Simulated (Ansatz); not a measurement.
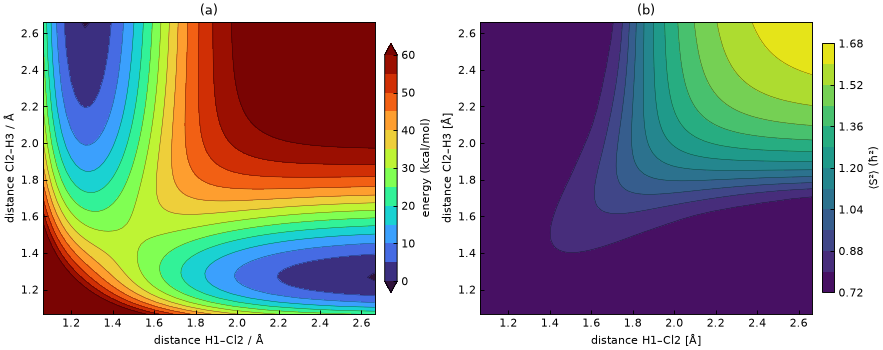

The system H + ClH, spin multiplicity 2. First axis: distance H1–Cl2. Second axis: distance Cl2–H3. Nothing is relaxed (the angle H1–Cl2–H3 is fixed at 160 degrees). The grid has 17 × 17 points; 153 points were computed and 136 follow by symmetry. Points are written as (first, second). All energies are given in kcal/mol relative to the lowest grid point. In part of the range the unrestricted reference is strongly spin-contaminated. All numbers below come from UHF/aug-cc-pVTZ (Ansatz).

Panel (a) is the energy and panel (b) the computed ⟨S²⟩ on the same grid.

The picture shows filled contours, one colour for all values above the top of the scale. Between grid points the surface is interpolated.

### How does the ⟨S²⟩ vary over the map, and what is it at the lowest grid point?

Leaving out the highest fifth of the energies, it runs from 0.75 ħ² at (1.064 Å, 2.664 Å) to 1.31 ħ² at (2.047 Å, 2.165 Å). At the lowest grid point, (1.246 Å, 2.664 Å), it is 0.75 ħ². That point lies on the edge of the scan.
